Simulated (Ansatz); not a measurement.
**CH5B (BH2Me): CCSDTQ/STO-3G**

What is the vertical ionisation energy of CH5B (BH2Me) at CCSDTQ/STO-3G? 

The calculation is run with Ansatz 0.2.0.

53 further runs of the same task are left out: 53 set aside as unsound or not needed.

### Step 1. Starting point

CH5B: 7 atoms, total charge 0, spin state singlet. As SMILES, `[H]B([H])C`. The shape is that of a GFN2-xTB optimisation.

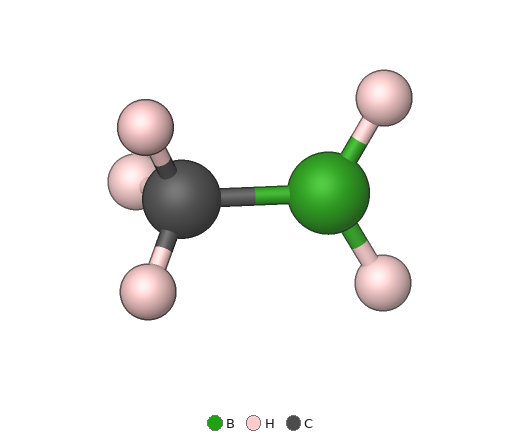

Viewed from a chosen angle; boron green, hydrogen pink, carbon dark grey.

### Step 2. The energy at CCSDTQ/STO-3G

The input, job.yaml:

```yaml
basis:
  gaussian:
    orbitals: STO-3G
crystal:
  periodic: [false, false, false]
  atoms:
    - {symbol: B, position_ang: [0.444840, 0.781100, 0.006260]}
    - {symbol: H, position_ang: [1.614940, 0.782320, 0.008990]}
    - {symbol: H, position_ang: [-0.129680, 1.798100, -0.061390]}
    - {symbol: C, position_ang: [-0.337160, -0.573970, 0.039720]}
    - {symbol: H, position_ang: [-0.405600, -0.929380, -0.991140]}
    - {symbol: H, position_ang: [-1.358290, -0.496260, 0.405500]}
    - {symbol: H, position_ang: [0.170950, -1.361910, 0.592050]}
total_charge: 0
magnetization:
  spin_polarized: false
  initial_magnetization: 0
correlation:
  method: ccsdtq
  frozen_orbitals: {B: 1, C: 1, H: 0}
accuracy: high
scf:
  omitted_lower_state_checks: [cluster_reference, increment]
```

Launch:

```bash
$ ansatz run job.yaml --threads 1 --pin off --max-ram 2610MiB --events-out events.jsonl --progress --plain --runs-dir runs
```

Log, shortened:

```text
Warning: RAYON_NUM_THREADS=1 ignored (pool sized by the plan → 1); use --threads N
Functional definition: HF
  name "HF"
[...]
253 factors; integrals over basis functions are off by at most 1.4e-8 eV
[...]
mean field -1759.69033241 eV, -64.6674269550 hartree, gradient 6.6e-9 eV, S^2 0.000000; 0 other end points of the search recorded, 0 dependent functions left out
2 core orbitals not correlated: weight in the atoms' cores, before any rotation towards them, 1.000 or more for the frozen orbitals, at most 0.000 for the correlated occupied ones
reference -1759.69033241 eV, -64.6674269550 hartree; 6, 6 occupied and 7, 7 virtual orbitals, 253 factors
second order -2.31552090 eV of doubles, -0.00000000 eV of singles
cycle   1  -2.88908204 eV  change   -5.7e-1 eV  update   5.4e-2
[...]
cycle  19  -3.19603145 eV  change    1.2e-9 eV  update   1.1e-9
Total energy: -1762.88636385 eV, -64.7848789444 hartree
Checks for a lower state left out: cluster_reference, increment
```

Wall time 2.5 s (1 thread of Arm Neoverse V2, shared host); peak memory 0.1 GiB.

### Step 3. The doublet cation, same level

The input, run.yaml:

```yaml
crystal:
  periodic: [false, false, false]
  atoms:
    - {symbol: B, position_ang: [0.444840, 0.781100, 0.006260]}
    - {symbol: H, position_ang: [1.614940, 0.782320, 0.008990]}
    - {symbol: H, position_ang: [-0.129680, 1.798100, -0.061390]}
    - {symbol: C, position_ang: [-0.337160, -0.573970, 0.039720]}
    - {symbol: H, position_ang: [-0.405600, -0.929380, -0.991140]}
    - {symbol: H, position_ang: [-1.358290, -0.496260, 0.405500]}
    - {symbol: H, position_ang: [0.170950, -1.361910, 0.592050]}
basis:
  gaussian:
    orbitals: STO-3G
total_charge: 1
magnetization:
  spin_polarized: true
  initial_magnetization: 1
correlation:
  method: ccsdtq
  frozen_orbitals: {B: 1, C: 1, H: 0}
accuracy: high
scf:
  omitted_lower_state_checks: [cluster_reference, increment]
```

Launch:

```bash
$ ansatz run run.yaml --threads 1 --pin off --max-ram 2610MiB --events-out events.jsonl --progress --plain --runs-dir runs
```

Log, shortened:

```text
Warning: RAYON_NUM_THREADS=1 ignored (pool sized by the plan → 1); use --threads N
[... 2 set-up lines as earlier in the session ...]
[...]
253 factors; integrals over basis functions are off by at most 1.4e-8 eV
[...]
mean field -1748.86578898 eV, -64.2696323214 hartree, gradient 2.4e-8 eV, S^2 0.754649; 4 other end points of the search recorded, 0 dependent functions left out
2 core orbitals not correlated: weight in the atoms' cores, before any rotation towards them, 1.000 or more for the frozen orbitals, at most 0.000 for the correlated occupied ones
reference -1748.86578898 eV, -64.2696323214 hartree; 6, 5 occupied and 7, 8 virtual orbitals, 253 factors
second order -2.13756135 eV of doubles, -0.00000000 eV of singles
cycle   1  -2.69227243 eV  change   -5.5e-1 eV  update   5.8e-2
[...]
cycle  40  -3.02870058 eV  change   1.6e-10 eV  update  7.6e-10
Total energy: -1751.89448957 eV, -64.3809350149 hartree
Checks for a lower state left out: cluster_reference, increment
```

It took 24 s on 1 thread of Arm Neoverse V2, shared host; peak memory 0.2 GiB.

### Step 4. Results

Level: CCSDTQ/STO-3G, 2 core orbitals frozen.

```
                                                   quantity         value
                                 singlet CH5B: total energy  -64.78488 Eh
  singlet CH5B: correlation energy (2 core orbitals frozen)    -117.5 mEh
                                singlet CH5B: T1 diagnostic         0.004
                               doublet cation: total energy  -64.38094 Eh
doublet cation: correlation energy (2 core orbitals frozen)    -111.3 mEh
          doublet cation: ⟨S²⟩ of the reference determinant         0.755
                              doublet cation: T1 diagnostic         0.015
         vertical ionisation energy (to the doublet cation)     10.992 eV
```

In words: The vertical ionisation energy comes to 10.99 eV (253 kcal/mol). In a minimal basis such a difference can be off by several eV, whatever the method.
